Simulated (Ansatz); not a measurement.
# AlCl2 (SMILES [Cl][Al][Cl]): UMP2/STO-3G

What is the energy change on altering one bond length of AlCl2 at UMP2/STO-3G? 

The results are computed with Ansatz 0.2.0.

32 further runs of the same task are left out: 4 that didn't finish, 28 set aside as unsound or not needed.

**1. Starting point**

The species is AlCl2 (3 atoms), meant as a doublet with charge 0. As SMILES, `[Cl][Al][Cl]`. The shape is that of a PBE0-D4/def2-TZVP optimisation.

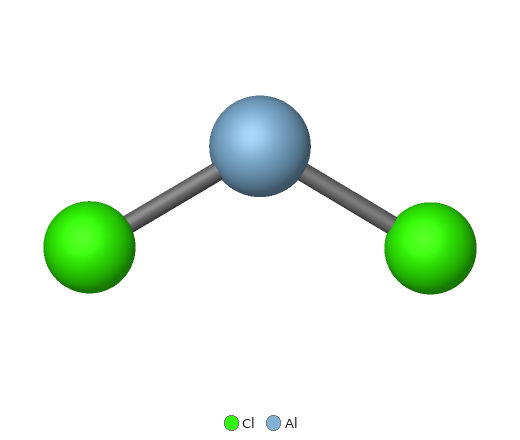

The structure, seen from a chosen angle (chlorine green, aluminium light blue).

**2. A single-point energy at UMP2/STO-3G**

run.yaml

```yaml
crystal:
  periodic: [false, false, false]
  atoms:
    - {symbol: Cl, position_ang: [1.374800, 0.868300, 0.838700]}
    - {symbol: Al, position_ang: [-0.432100, 0.520700, -0.177200]}
    - {symbol: Cl, position_ang: [-0.953600, -1.453800, -0.674700]}
basis:
  gaussian: {orbitals: STO-3G}
magnetization: {spin_polarized: true, initial_magnetization: 1}
correlation: {method: mp2, frozen_orbitals: {Al: 5, Cl: 5}}
accuracy: high
```

Started as:

```
ansatz run run.yaml --threads 1 --pin off --max-ram 2610MiB --events-out events.jsonl --progress --plain --runs-dir runs
```

Output:

```text
Warning: RAYON_NUM_THREADS=1 ignored (pool sized by the plan → 1); use --threads N
Functional definition: HF
  name "HF"
  exchange = exact_x
  correlation = 0
479 factors; integrals over basis functions are off by at most 1.3e-8 eV
mean field evaluation 1: about -31245.0854 eV, gradient 1.3e1 eV
mean field evaluation 2: about -31245.1185 eV, gradient 1.3e1 eV
mean field evaluation 4: about -31247.1153 eV, gradient 1.2e0 eV
mean field evaluation 8: about -31247.1520 eV, gradient 2.5e-2 eV
mean field -31247.15197321 eV, -1148.3116549352 hartree, gradient 2.2e-8 eV, S^2 0.753649; 0 other end points of the search recorded, 0 dependent functions left out
15 core orbitals not correlated: weight in the atoms' cores, before any rotation towards them, 0.999 or more for the frozen orbitals, at most 0.000 for the correlated occupied ones
reference -31247.15197321 eV, -1148.3116549352 hartree; 9, 8 occupied and 3, 4 virtual orbitals, 479 factors
second order -0.55372564 eV of doubles, -0.00000000 eV of singles
Total energy: -31247.70569885 eV, -1148.3320039771 hartree
```

Run time: 0.51 s. Hardware: 1 thread of Arm Neoverse V2, shared host.

**3. The distorted shape, same level**

in.yaml

```yaml
crystal:
  periodic: [false, false, false]
  atoms:
    - {symbol: Cl, position_ang: [1.826516, 0.955198, 1.092670]}
    - {symbol: Al, position_ang: [-0.432100, 0.520700, -0.177200]}
    - {symbol: Cl, position_ang: [-0.953600, -1.453800, -0.674700]}
basis:
  gaussian:
    orbitals: STO-3G
magnetization:
  spin_polarized: true
  initial_magnetization: 1
correlation:
  method: mp2
  frozen_orbitals: {Al: 5, Cl: 5}
accuracy: high
```

Started as:

```
ansatz run in.yaml --threads 1 --pin off --max-ram 2610MiB --events-out events.jsonl --progress --plain --runs-dir runs
```

Output (excerpt; [...] marks lines left out):

```text
Warning: RAYON_NUM_THREADS=1 ignored (pool sized by the plan → 1); use --threads N
[... 2 set-up lines as earlier in the session ...]
[...]
464 factors; integrals over basis functions are off by at most 1.9e-8 eV
[...]
mean field -31245.61836477 eV, -1148.2552958646 hartree, gradient 2.0e-8 eV, S^2 0.780823; 3 other end points of the search recorded, 0 dependent functions left out
15 core orbitals not correlated: weight in the atoms' cores, before any rotation towards them, 1.000 or more for the frozen orbitals, at most 0.000 for the correlated occupied ones
reference -31245.61836477 eV, -1148.2552958646 hartree; 9, 8 occupied and 3, 4 virtual orbitals, 464 factors
second order -0.59887076 eV of doubles, -0.00000000 eV of singles
Total energy: -31246.21723553 eV, -1148.2773039590 hartree
```

Wall time 1 s (1 thread of Arm Neoverse V2, shared host).

**4. What came out**

Level: UMP2/STO-3G, 15 core orbitals frozen.

| quantity | value |
| --- | --- |
| first shape: total energy | -1148.33200 Eh |
| first shape: correlation energy (15 core orbitals frozen) | -20.3 mEh |
| first shape: ⟨S²⟩ of the reference determinant | 0.754 |
| distorted shape: total energy | -1148.27730 Eh |
| distorted shape: correlation energy (15 core orbitals frozen) | -22.0 mEh |
| distorted shape: ⟨S²⟩ of the reference determinant | 0.781 |
| energy change with the Cl1–Al2 bond stretched from 2.102 to 2.627 Å | 1.488 eV |

In words: With the Cl1–Al2 bond stretched from 2.102 to 2.627 Å the energy rises by 1.49 eV (34 kcal/mol). The first shape isn't relaxed at this level, so the change isn't measured from a minimum. The minimal basis adds a large error of its own.
